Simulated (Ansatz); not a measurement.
## Nb2BC: relaxing a made-up structure

This structure for Nb2BC is made up. Its elements were placed in a known structure type with a cell scaled to their sizes. What cell does the guess relax to, and how far off was it?

Program: Ansatz 0.2.0. Level of theory: DFT, PBEsol, plane-wave PAW, files of the set soft_1, scalar-relativistic, no spin, cell and ions relaxed at zero pressure; PAW set soft_1, in the first sound run; inputs show where later runs differ. Results are calculated unless marked as measured.

**1. The starting structure**

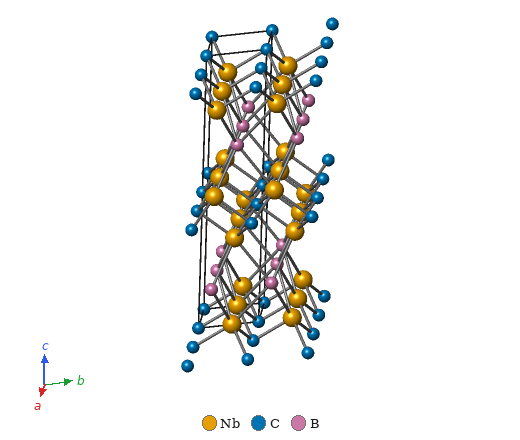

The starting structure, seen slightly off an axis (niobium orange, carbon blue, boron pink). 3×2×1 cells are drawn. Bonds to atoms that aren't drawn are left out. Some periodic images of atoms are drawn too.

**2. Relaxing cell and atoms**

The guessed cell has no reason to be at equilibrium. It is relaxed with the atoms, within the space group of the guess.

File input.yaml:

```yaml
crystal:
  lattice:
    - [2.949, 0.0, 0.0]
    - [-1.4745, 2.553908916, 0.0]
    - [0.0, 0.0, 12.591]
  atoms:
    - { symbol: Nb, position: [0.666666667, 0.333333333, 0.5914] }
    - { symbol: Nb, position: [0.333333333, 0.666666667, 0.4086] }
    - { symbol: Nb, position: [0.333333333, 0.666666667, 0.0914] }
    - { symbol: Nb, position: [0.666666667, 0.333333333, 0.9086] }
    - { symbol: C, position: [0.0, 0.0, 0.5] }
    - { symbol: C, position: [0.0, 0.0, 0.0] }
    - { symbol: B, position: [0.333333333, 0.666666667, 0.75] }
    - { symbol: B, position: [0.666666667, 0.333333333, 0.25] }
kpoints:
  mp_grid: { grid: [10, 10, 2] }
scf:
  occupations: { method: fermi_dirac, width: 0.05 }
hamiltonian:
  xc: pbesol
  pseudopotentials: { kind: paw, azcp: { folder: soft_1 }, xc_functional: pbe }
relax:
  f_tol: 0.015
  max_steps: 70
  cell: {}
output:
  forces: true
  stress: true
```

Launch:

```bash
$ ansatz run input.yaml --threads 4 --pin off --max-ram 10240MiB --backend cpu --events-out ev --progress --plain --runs-dir out
```

Numbers of over 12 decimals in the logs are rounded to 6 here.

The program printed:

```text
Engine: ansatz 0.2.0, aarch64-unknown-linux-gnu
Pseudopotentials: kind: paw
Pseudopotential: Nb, paw, valence charge 13, recommended cutoff 420 eV (normal), soft_1/Nb.paw.azcp
Pseudopotential: C, paw, valence charge 4, recommended cutoff 420 eV (normal), soft_1/C.paw.azcp
Pseudopotential: B, paw, valence charge 3, recommended cutoff 420 eV (normal), soft_1/B.paw.azcp
Functional definition: PBEsol
  exchange = pbesol_x
  correlation = pbesol_c
Crystal: 8 atoms, lattice volume = 94.829 Å³
Basis set: ecut = 420 eV, 1831 PW (Γ), exchange–correlation on 40×40×180 points (8 copies of the dense FFT grid, shifted against one another)
Bands: 41, of which v1, the nominal top of the filled ones, is band 33 counted from 1 (32 counted from 0)
Symmetry: 24 space group operations
Space group: P63/mmc (ITA 194), of the structure as read, at distance tolerance 4.6e-5 Å
k-points: 28 of 200
Non-local potential: Nb, projectors of the file, l = 0: 3, l = 1: 2, l = 2: 2, l = 3: 1
Non-local potential: C, projectors of the file, l = 0: 2, l = 1: 2, l = 2: 1
Non-local potential: B, projectors of the file, l = 0: 2, l = 1: 2, l = 2: 1
PAW form: soft (Blöchl's): semilocal exchange-correlation on the pseudo side does not see the compensation charge
PAW frozen core: Nb, regenerated for the run's functional, and the local potential with it (the file was generated under x = pbe(κ = 0.804, μ = 0.219515), c = pbe(β = 0.066725))
PAW frozen core: C, regenerated for the run's functional, and the local potential with it (the file was generated under x = pbe(κ = 0.804, μ = 0.219515), c = pbe(β = 0.066725))
PAW frozen core: B, regenerated for the run's functional, and the local potential with it (the file was generated under x = pbe(κ = 0.804, μ = 0.219515), c = pbe(β = 0.066725))
PAW one-centre angular grid: Nb, 590 points (default); XC on 64 Gauss nodes
PAW one-centre angular grid: C, 110 points (default); XC on 64 Gauss nodes
PAW one-centre angular grid: B, 110 points (default); XC on 64 Gauss nodes
Initial density: superposition of atomic densities (chi_scale 0.1, normalization cell, long waves kept (reshape's long-wave potential 0.07 eV rms))
Initial wavefunctions: pseudopotential atomic-orbital guess
Functional: x = pbesol(κ = 0.804, μ = 0.123457), c = pbesol(β = 0.046)
SCF iter   1: F=—  HF=-18786.984412 eV  |F-HF|=—  |Δ(HF+E_count)|=         —  Δρ=1.30e-1  dr2=2.30e1  ethr=3.10e-3  ⟨swp⟩=5.9  Hψ=4599  notcnv=0
preconditioner: auto → Kerker (q_TF=auto, 2.568 Å⁻¹)  [metal: Δε(μ)=0.048 eV  Ē_g=7.862 eV  σ=0.050 eV  W_gap=0.23  n_scr=28 (ndim 8)  ℏωp=22.2 eV  f_vac=0.000  D(μ)=3.22/eV (n_scr^D=14)]
SCF iter   2: F=—  HF=-18781.287527 eV  |F-HF|=—  |Δ(HF+E_count)|=    5.70e0  Δρ=4.45e-2  dr2=2.42e0  ethr=3.10e-3  ⟨swp⟩=3.6  Hψ=2854  notcnv=0  defer=38
SCF iter   3: F=—  HF=-18780.727599 eV  |F-HF|=—  |Δ(HF+E_count)|=   5.60e-1  Δρ=1.76e-2  dr2=2.91e-1  ethr=3.10e-3  ⟨swp⟩=2.4  Hψ=2054  notcnv=0  defer=29
SCF iter   4: F=—  HF=-18780.675281 eV  |F-HF|=—  |Δ(HF+E_count)|=   5.23e-2  Δρ=2.10e-3  dr2=7.47e-3  ethr=4.41e-4  ⟨swp⟩=2.3  Hψ=1731  notcnv=0  defer=29
SCF iter   5: F=—  HF=-18780.674307 eV  |F-HF|=—  |Δ(HF+E_count)|=   9.74e-4  Δρ=5.70e-4  dr2=4.85e-4  ethr=1.13e-5  ⟨swp⟩=2.0  Hψ=1668  notcnv=0  defer=29
SCF iter   6: F=—  HF=-18780.674218 eV  |F-HF|=—  |Δ(HF+E_count)|=   8.81e-5  Δρ=1.90e-4  dr2=4.78e-5  ethr=7.35e-7  ⟨swp⟩=2.0  Hψ=1405  notcnv=0  defer=29
SCF iter   7: F=—  HF=-18780.674212 eV  |F-HF|=—  |Δ(HF+E_count)|=   6.46e-6  Δρ=2.77e-5  dr2=8.80e-7  ethr=7.23e-8  ⟨swp⟩=2.0  Hψ=1619  notcnv=0  defer=29
SCF iter   8: F=-18780.674212 eV  HF=-18780.674212 eV  |F-HF|=1.63e-8  |Δ(HF+E_count)|=   6.04e-8  Δρ=6.63e-6  dr2=3.94e-8  ethr=1.52e-10  ⟨swp⟩=5.0  Hψ=3911  notcnv=0
SCF 1 converged in 8 iterations: F = -18780.674212 eV  dr2 = 3.94e-8
  greatest PAW one-centre occupation: 0.998 electrons in one spin orbital (limit 2), on the Nb atom at site 3 (counted from 0), in its partial waves of l = 0
relax step   1: F+E_penalty+E_count = -18780.67421182 eV  Δ(F+E_penalty+E_count) = +0.000e0 eV  max|allowed force component| = 5.401e0 eV/Å  Δτ_max = 0.0000 Å  P = +23.338 GPa  Ω = 94.829 Å³  (8 SCF iters, dr2 threshold 1.00e-7 eV, accepted)
Crystal: 8 atoms, lattice volume = 95.392 Å³
Basis set: ecut = 420 eV, 1841 PW (Γ), exchange–correlation on 40×40×180 points (8 copies of the dense FFT grid, shifted against one another)
Initial density: handed on by an earlier stage of this run
Initial wavefunctions: those handed on with the density
SCF iter   1: F=—  HF=-18784.567603 eV  |F-HF|=—  |Δ(HF+E_count)|=         —  Δρ=4.68e-2  dr2=7.17e0  ethr=3.10e-3  ⟨swp⟩=9.2  Hψ=5533  notcnv=0  defer=2
preconditioner: auto → Kerker (q_TF=auto, 2.566 Å⁻¹)  [metal: Δε(μ)=0.011 eV  Ē_g=6.643 eV  σ=0.050 eV  W_gap=0.05  n_scr=26 (ndim 8)  ℏωp=22.2 eV  f_vac=0.000  D(μ)=4.44/eV (n_scr^D=52)]
SCF iter   2: F=—  HF=-18783.688137 eV  |F-HF|=—  |Δ(HF+E_count)|=   8.79e-1  Δρ=1.71e-2  dr2=1.10e0  ethr=3.10e-3  ⟨swp⟩=2.2  Hψ=1870  notcnv=0  defer=42
SCF iter   3: F=—  HF=-18783.536885 eV  |F-HF|=—  |Δ(HF+E_count)|=   1.51e-1  Δρ=4.85e-3  dr2=4.04e-2  ethr=1.66e-3  ⟨swp⟩=2.1  Hψ=1559  notcnv=0  defer=45
SCF iter   4: F=—  HF=-18783.526004 eV  |F-HF|=—  |Δ(HF+E_count)|=   1.09e-2  Δρ=1.02e-3  dr2=1.49e-3  ethr=6.12e-5  ⟨swp⟩=2.2  Hψ=1883  notcnv=0  defer=41
SCF iter   5: F=—  HF=-18783.525639 eV  |F-HF|=—  |Δ(HF+E_count)|=   3.66e-4  Δρ=3.23e-4  dr2=1.06e-4  ethr=2.26e-6  ⟨swp⟩=2.0  Hψ=1588  notcnv=0  defer=41
SCF iter   6: F=—  HF=-18783.525605 eV  |F-HF|=—  |Δ(HF+E_count)|=   3.42e-5  Δρ=8.47e-5  dr2=5.31e-6  ethr=1.61e-7  ⟨swp⟩=2.0  Hψ=1568  notcnv=0  defer=41
SCF iter   7: F=-18783.525604 eV  HF=-18783.525605 eV  |F-HF|=9.25e-8  |Δ(HF+E_count)|=   1.20e-7  Δρ=1.61e-5  dr2=2.86e-7  ethr=1.21e-9  ⟨swp⟩=4.2  Hψ=3617  notcnv=0
SCF 2 converged in 7 iterations: F = -18783.525604 eV  dr2 = 2.86e-7
relax step   2: F+E_penalty+E_count = -18783.52560441 eV  Δ(F+E_penalty+E_count) = -2.851e0 eV  max|allowed force component| = 1.198e0 eV/Å  Δτ_max = 0.1671 Å  P = +2.948 GPa  Ω = 95.392 Å³  energy of the carried Pulay correction = -3.568e-4 eV  (7 SCF iters, dr2 threshold 8.00e-7 eV, accepted)
Crystal: 8 atoms, lattice volume = 94.763 Å³
Basis set: ecut = 420 eV, 1861 PW (Γ), exchange–correlation on 40×40×180 points (8 copies of the dense FFT grid, shifted against one another)
iter 1 solved again at ethr=1.19e-3 eV; its pass at ethr=3.10e-3 eV (dr2=7.87e-1 eV) is discarded
SCF iter   1: F=—  HF=-18784.292011 eV  |F-HF|=—  |Δ(HF+E_count)|=         —  Δρ=1.75e-2  dr2=7.88e-1  ethr=1.19e-3  ⟨swp⟩=1.2  Hψ=6672  notcnv=0
[...]
SCF 3 converged in 6 iterations: F = -18784.155229 eV  dr2 = 2.41e-7
relax step   3: F+E_penalty+E_count = -18784.15522900 eV  Δ(F+E_penalty+E_count) = -6.296e-1 eV  max|allowed force component| = 9.075e-1 eV/Å  Δτ_max = 0.0425 Å  P = +2.422 GPa  Ω = 94.763 Å³  energy of the carried Pulay correction = +4.197e-5 eV  (6 SCF iters, dr2 threshold 8.00e-7 eV, accepted)
[...]
relax step   4: F+E_penalty+E_count = -18784.20401191 eV  Δ(F+E_penalty+E_count) = -4.878e-2 eV  max|allowed force component| = 4.939e-1 eV/Å  Δτ_max = 0.0679 Å  P = +5.388 GPa  Ω = 93.306 Å³  energy of the carried Pulay correction = +9.759e-4 eV  (7 SCF iters, dr2 threshold 8.00e-7 eV, accepted)
[...]
relax step   5: F+E_penalty+E_count = -18784.31826982 eV  Δ(F+E_penalty+E_count) = -1.143e-1 eV  max|allowed force component| = 2.358e-1 eV/Å  Δτ_max = 0.0332 Å  P = -0.095 GPa  Ω = 95.215 Å³  energy of the carried Pulay correction = -2.450e-4 eV  (6 SCF iters, dr2 threshold 8.00e-7 eV, accepted)
[...]
relax step   6: F+E_penalty+E_count = -18784.32320735 eV  Δ(F+E_penalty+E_count) = -4.938e-3 eV  max|allowed force component| = 6.144e-2 eV/Å  Δτ_max = 0.0130 Å  P = +0.180 GPa  Ω = 94.998 Å³  energy of the carried Pulay correction = -1.072e-4 eV  (6 SCF iters, dr2 threshold 8.00e-7 eV, accepted)
[...]
relax step   7: F+E_penalty+E_count = -18784.32365108 eV  Δ(F+E_penalty+E_count) = -4.437e-4 eV  max|allowed force component| = 6.046e-4 eV/Å  Δτ_max = 0.0024 Å  P = +0.014 GPa  Ω = 95.084 Å³  energy of the carried Pulay correction = -1.618e-4 eV  (6 SCF iters, dr2 threshold 3.57e-7 eV, accepted)
[...]
relax step   8: F+E_penalty+E_count = -18784.33304130 eV  Δ(F+E_penalty+E_count) = -9.390e-3 eV  max|allowed force component| = 1.239e-3 eV/Å  Δτ_max = 0.0000 Å  P = +0.125 GPa  Ω = 95.084 Å³  stress off target by 2.13e-1 GPa  SCF on the basis re-selected at this cell (its energy is not comparable with the rows above)  (6 SCF iters)
[...]
relax step   9: F+E_penalty+E_count = -18784.33307467 eV  Δ(F+E_penalty+E_count) = -3.337e-5 eV  max|allowed force component| = 3.708e-4 eV/Å  Δτ_max = 0.0001 Å  P = -0.006 GPa  Ω = 95.132 Å³  energy of the carried Pulay correction = -2.828e-5 eV  (6 SCF iters, dr2 threshold 1.13e-7 eV, accepted)
iter 1 solved again at ethr=2.51e-8 eV; its pass at ethr=3.10e-3 eV (dr2=1.66e-5 eV) is discarded
SCF iter   1: F=—  HF=-18784.333106 eV  |F-HF|=—  |Δ(HF+E_count)|=         —  Δρ=2.06e-6  dr2=5.24e-10  ethr=2.51e-8  ⟨swp⟩=3.1  Hψ=7758  notcnv=0
eigensolver tolerance schedule: the retry pair's looser diagonalisation over-reported the residual by 31636.36 of it (diagonalisation noise at 0.34 of the residual, at the tolerance the schedule requests for it); recorded, not acted on — ethr = c·dr2/N_el stays at c = 1.0e-1
preconditioner: auto → Kerker (q_TF=auto, 2.567 Å⁻¹)  [metal: Δε(μ)=0.035 eV  Ē_g=6.603 eV  σ=0.050 eV  W_gap=0.17  n_scr=26 (ndim 8)  ℏωp=22.2 eV  f_vac=0.000  D(μ)=4.47/eV (n_scr^D=52)]
SCF iter   2: F=—  HF=-18784.333108 eV  |F-HF|=—  |Δ(HF+E_count)|=   2.02e-6  Δρ=1.07e-6  dr2=1.19e-10  ethr=1.00e-12  ⟨swp⟩=3.5  Hψ=2548  notcnv=0
iter 3 did not close the SCF: its close was put off for the readings that it lacked (scf_convergence_deferred on its scf_iter line)
SCF iter   3: F=-18784.333108 eV  HF=-18784.333108 eV  |F-HF|=2.18e-11  |Δ(HF+E_count)|=  2.91e-10  Δρ=3.15e-7  dr2=1.01e-11  ethr=1.00e-12  ⟨swp⟩=1.0  Hψ=1148  notcnv=0
iter 4 did not close the SCF: its close was put off for the readings that it lacked (scf_convergence_deferred on its scf_iter line)
SCF iter   4: F=-18784.333108 eV  HF=-18784.333108 eV  |F-HF|=0.00e0  |Δ(HF+E_count)|=  2.91e-11  Δρ=1.69e-8  dr2=3.41e-13  ethr=1.00e-12  ⟨swp⟩=1.0  Hψ=1148  notcnv=0
iter 5 did not close the SCF: its close was put off for the readings that it lacked (scf_convergence_deferred on its scf_iter line)
SCF iter   5: F=-18784.333108 eV  HF=-18784.333108 eV  |F-HF|=0.00e0  |Δ(HF+E_count)|=  1.09e-11  Δρ=7.84e-9  dr2=7.55e-14  ethr=1.00e-12  ⟨swp⟩=1.0  Hψ=1148  notcnv=0
iter 6 did not close the SCF: its close was put off for the readings that it lacked (scf_convergence_deferred on its scf_iter line)
SCF iter   6: F=-18784.333108 eV  HF=-18784.333108 eV  |F-HF|=3.64e-12  |Δ(HF+E_count)|=  3.64e-12  Δρ=2.02e-9  dr2=9.91e-15  ethr=1.00e-12  ⟨swp⟩=1.0  Hψ=1148  notcnv=0
SCF iter   7: F=-18784.333108 eV  HF=-18784.333108 eV  |F-HF|=0.00e0  |Δ(HF+E_count)|=  7.28e-12  Δρ=6.25e-10  dr2=4.13e-16  ethr=1.00e-12  ⟨swp⟩=1.5  Hψ=2433  notcnv=0
SCF 10 converged in 7 iterations: F = -18784.333108 eV  dr2 = 4.13e-16
relax step  10: F+E_penalty+E_count = -18784.33310777 eV  Δ(F+E_penalty+E_count) = -3.310e-5 eV  max|allowed force component| = 3.754e-4 eV/Å  Δτ_max = 0.0000 Å  P = -0.006 GPa  Ω = 95.132 Å³  stress off target by 7.56e-3 GPa  SCF on the basis re-selected at this cell (its energy is not comparable with the rows above)  (7 SCF iters)
basis re-selected at this cell: Δ(F+E_penalty+E_count) = -3.310e-5 eV, ΔP = +0.000 GPa vs the last step (what re-selecting the basis moved, of the pressure what is left beyond the Pulay correction that the steps carried, after the strain that the cell walked since its last selection, with what the two solves' SCF thresholds leave and, on support functions, any second-order correction that the steps lacked; it is no m [...]
SCF converged after 7 iterations
Free energy (F): -18784.333108 eV
Harris-Foulkes:  -18784.333108 eV  (|F-HF|=0.00e0)
Internal energy: -18784.298891 eV  (E = F + TS)
E sigma→0 (E₀):  -18784.315999 eV
Entropy (-TS):   -0.034217 eV (-4.277 meV/atom)
Fermi energy:    16.525683 eV
--- Per-component energies (eV) ---
  E_band       = -229.076663
  E_kinetic    = 1761.120610
  E_local      = -2967.824730  (includes V_loc(G=0)·N_el)
  E_nonlocal   = 442.876420
  E_hartree    = 1012.131554
  E_xc         = -820.597254
  E_vxc        = -997.529158  (∫ρ·V_xc dr)
  E_paw        = -12444.844019  (= ΣΔE_a)
  E_vpaw       = -491.983108  (= ΣTr[D̂ρ^β])
  E_aug_tail   = 0.000195  (compensation charges beyond the density's cutoff)
  E_ewald      = -5767.988129
  E_core_change = 0.826461  (= ΣΔE_core)
  E_smearing   = -0.034217  (= −TS)
  E_closure    = -0.000000  (closes the sum)
  Σ components = -18784.333108   (vs F -18784.333108, Δ=0.00e0)
--- Forces (eV/Å), atoms counted from 1 ---
  atom   1  Nb    -0.00000000    -0.00000000    -0.00037537
  atom   2  Nb     0.00000000     0.00000000     0.00037537
  atom   3  Nb    -0.00000000     0.00000000    -0.00037537
  atom   4  Nb     0.00000000    -0.00000000     0.00037537
  atom   5  C      0.00000000     0.00000000     0.00000000
  atom   6  C      0.00000000     0.00000000     0.00000000
  atom   7  B      0.00000000     0.00000000     0.00000000
  atom   8  B      0.00000000    -0.00000000    -0.00000000
  max |Σ_I F_I| component: 3.70e-17 eV/Å
--- Stress (GPa, compression-positive) ---
       -0.004563      -0.000000      -0.000000
       -0.000000      -0.004563      -0.000000
       -0.000000      -0.000000      -0.007560
  P = ⅓ Tr σ = -0.0056 GPa (-0.056 kbar)
--- Relaxed structure (8 steps of the walk, 8 accepted, 2 SCFs on fresh bases) ---
  F+E_penalty+E_count = -18784.33310777 eV   max|allowed force component| = 3.754e-4 eV/Å   (the final SCF, on the basis selected at the relaxed cell)
  cell:  # Å, volume = 95.1320 Å³
    - [3.150646, 0, 0.0]
    - [-1.575323, 2.728540, 0.0]
    - [0.0, 0.0, 11.066147]
  atoms:
    - { symbol: Nb, position: [0.666667, 0.333333, 0.611649] }
    - { symbol: Nb, position: [0.333333, 0.666667, 0.388351] }
    - { symbol: Nb, position: [0.333333, 0.666667, 0.111649] }
    - { symbol: Nb, position: [0.666667, 0.333333, 0.888351] }
    - { symbol: C, position: [0, 0, 0.5] }
    - { symbol: C, position: [0, 0, 0] }
    - { symbol: B, position: [0.333333, 0.666667, 0.750000] }
    - { symbol: B, position: [0.666667, 0.333333, 0.25] }
```

Wall time 22 s (4 threads of Arm Neoverse V1, shared host); peak memory 0.47 GiB.

The steps of the relaxation:

```
step  energy less that of the first step (eV)  largest force component (eV/Å)  pressure (GPa)  volume (Å³)
   1                                   0.0000                          5.4013           23.34        94.83
   2                                  -2.8514                          1.1979            2.95        95.39
   3                                  -3.4810                          0.9075            2.42        94.76
   4                                  -3.5298                          0.4939            5.39        93.31
   5                                  -3.6441                          0.2358           -0.09        95.21
   6                                  -3.6490                          0.0614            0.18        95.00
   7                                  -3.6494                          0.0006            0.01        95.08
  8*                                  -3.6588                          0.0012            0.12        95.08
   9                                  -3.6589                          0.0004           -0.01        95.13
 10*                                  -3.6589                          0.0004           -0.01        95.13
```

Relaxation steps marked * repeat the geometry before them on a plane-wave basis chosen anew for their cell, so energy and pressure can jump there.

The run keeps the 24 symmetry operations that it works with, so distortions that break them were not tested.

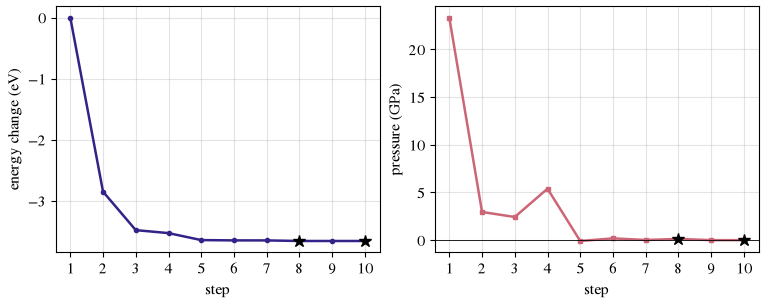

Energy and pressure along the relaxation. Stars mark steps on a basis chosen anew.

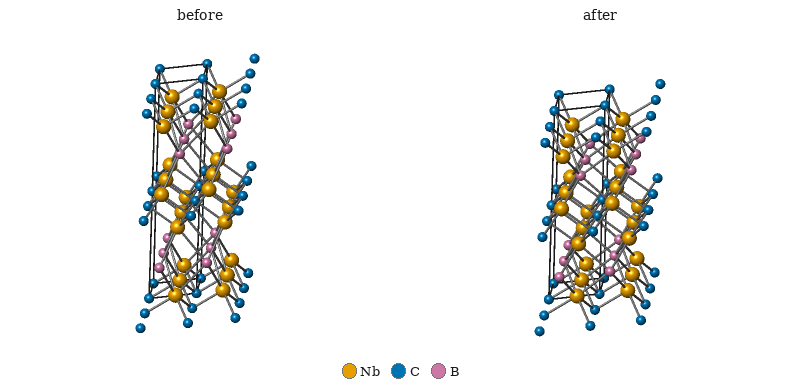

Before and after, at one scale. Bonds to atoms that aren't drawn are left out.

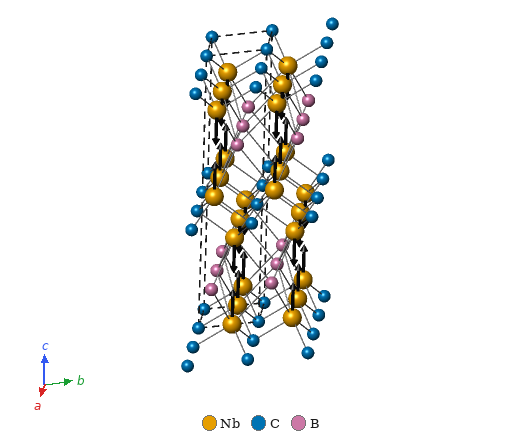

Displacements in the relaxation, exaggerated, measured against the changing cell; the longest in the cell stands for 0.22 Å. Bonds to atoms that aren't drawn are left out. 3×2×1 cells are drawn. Some periodic images of atoms are drawn too.

```
     cell as run  before   after   change
           a (Å)   2.949   3.151   +6.8 %
           b (Å)   2.949   3.151   +6.8 %
           c (Å)  12.591  11.066  -12.1 %
volume (Å³/atom)   11.85   11.89   +0.3 %
```

The atoms that moved most (Å, as changes of fractional coordinates times the final cell):

```
atom     dx     dy      dz  length
 Nb1  0.000  0.000   0.224   0.224
 Nb2  0.000  0.000  -0.224   0.224
 Nb4  0.000  0.000  -0.224   0.224
 Nb3  0.000  0.000   0.224   0.224
```

Numbers from this step:

```
free energy             : -18784.3331 eV
energy at zero smearing : -18784.3160 eV
smearing term TS        : 0.03422 eV
Fermi energy            : 16.53 eV
electrons               : 66
symmetry operations     : 24
pressure                : -0.005562 GPa
```

Shortest distances by pair of elements, guess and relaxed (not always the same contact):

```
 pair  guess (Å)  relaxed (Å)
 C–Nb      2.055        2.199
 B–Nb      2.624        2.378
Nb–Nb      2.863        3.062
  C–C      2.949        3.151
  B–B      2.949        3.151
```

The relaxation ends with a largest force component of 3.8e-4 eV/Å and a pressure of -0.01 GPa.

(Continued in part 2 of 2.)

[Logs are printed without paths, hosts, clocks, repeated set-up lines and the standing remarks that a program may print on its own settings, such as how far it seeks lower states.]

[Hosts, paths, dates, database ids (printed as entryN), source tags and the programs' standing remarks are cut or masked in the printed files.]
